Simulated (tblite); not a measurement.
# C3H6N2Si: the cost of one run

Computed with tblite 0.8.0 and PySCF 2.14.0, with density-fitted response routines of our own, on a single molecule in the gas phase. Atoms count from 0, in the outputs and in this text.

**1. The starting structure**

12 atoms, charge 0, multiplicity 1; geometry from: force field or distance geometry start.

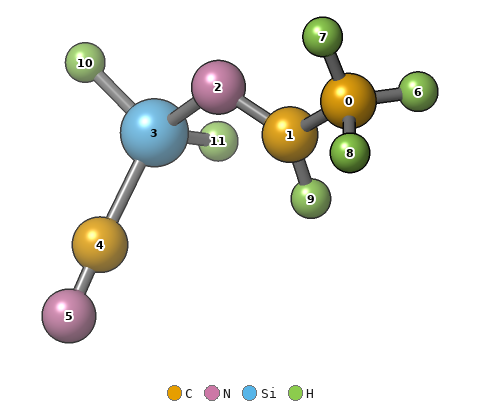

The starting geometry (carbon amber, nitrogen pink, silicon blue, hydrogen green), atoms numbered.

**2. Relaxing the molecule with GFN2-xTB**

Job settings and geometry (Å):

```
{"job": {"kind": "relax", "xc": "GFN2-xTB", "basis": "xTB"}, "charge": 0, "multiplicity": 1}
C     -2.242300     0.123600     0.030900
C     -0.788400    -0.077400    -0.211700
N      0.011400    -0.317100     0.797500
Si     1.694400    -0.530400     0.404400
C      2.500100     0.992400    -0.319100
N      2.980700     1.933900    -0.811600
H     -2.807400    -0.626600    -0.530900
H     -2.488300     0.057000     1.098700
H     -2.525700     1.111600    -0.340600
H     -0.457000    -0.023200    -1.253100
H      2.375200    -0.972000     1.656700
H      1.748600    -1.672600    -0.547200
```

Run with:

```console
$ OMP_NUM_THREADS=1 python probes_run.py task.json out
```

The driver reads the jobs from task.json and runs them one after another.

**Question.** How long does this first job take on 1 thread of Arm Neoverse N1, shared host?

About 1.1 s.
